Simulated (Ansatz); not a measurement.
```xyz
8

Al   -0.8627   -0.5156    1.3829
H    -1.3359   -2.0203    1.3822
H    -1.0903    0.5685    2.5059
Br    1.5351   -0.4808    0.7784
Al    0.8627    0.5154   -1.3830
H     1.0879   -0.5720   -2.5032
H     1.3379    2.0195   -1.3867
Br   -1.5347    0.4853   -0.7764
```

Geometry: PBE0-D4/def2-SVP.

Theory: RKS PBE0-D4/def2-TZVP in Ansatz.

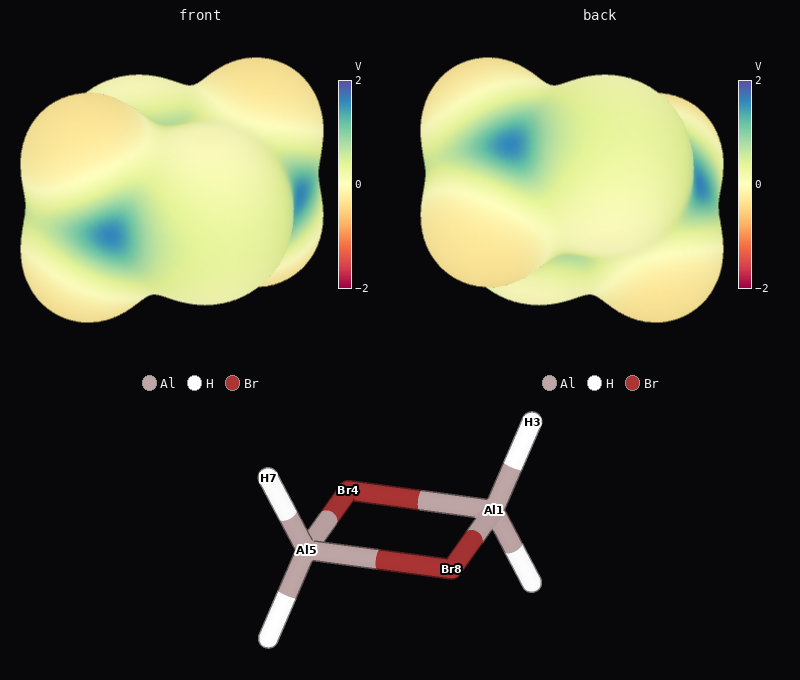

Al2Br2H4. The electrostatic potential painted on the density surface at 0.001 e/bohr³, seen from the front and from behind; the colour scale runs from red (negative) to blue (positive). The bare structure is drawn below in the same view.

Describe the electrostatic potential map.

Answer. The most negative region (about −0.3 V) lies over H2, H3, H6 and H7, the most positive (about +1.5 V) over Al1 and Al5.
